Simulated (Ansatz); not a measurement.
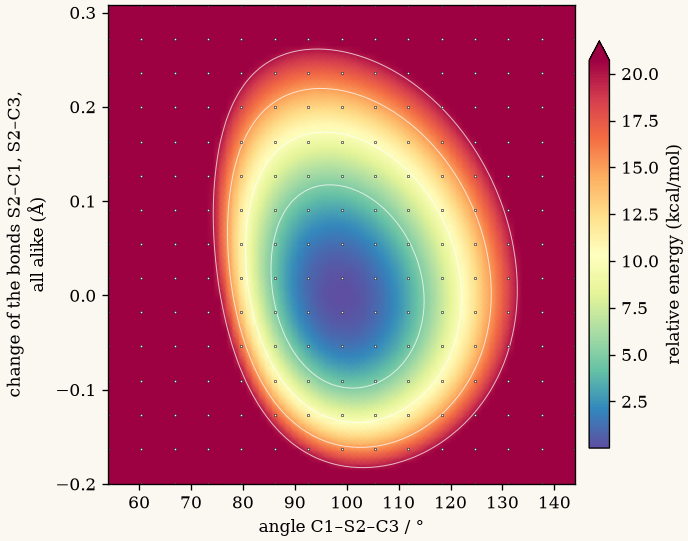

C₂H₅FS, SMILES CSCF. 
- Coordinates scanned: (1) angle C1–S2–C3; (2) change of the bonds S2–C1, S2–C3, all alike.
- Nothing is relaxed (all other coordinates rigid).
- The scan uses a 15 × 15 grid.
- Points are written as (first, second).
- Energies: kcal/mol, counted from the relaxed molecule at the same level.
- These are results of RKS PBE-D4/def2-SVP (Ansatz), not measurements.

Drawn: a smooth colour map with a few white contour lines, dots at the grid points, one colour for all values above the top of the scale. Between grid points the surface is interpolated.

> Estimate the position of the minimum and the force constants in these coordinates.

The interpolated minimum is at angle C1–S2–C3 ≈ 99.0°, the second coordinate ≈ 0.000 Å. The curvatures there are about 6.6 eV/rad² and 39 eV/Å², with a cross term of about 2.4 eV/(rad·Å). Round the minimum the two coordinates are weakly coupled (coupling 0.15 in units of the two stiffnesses). (1 eV is 23.1 kcal/mol.)
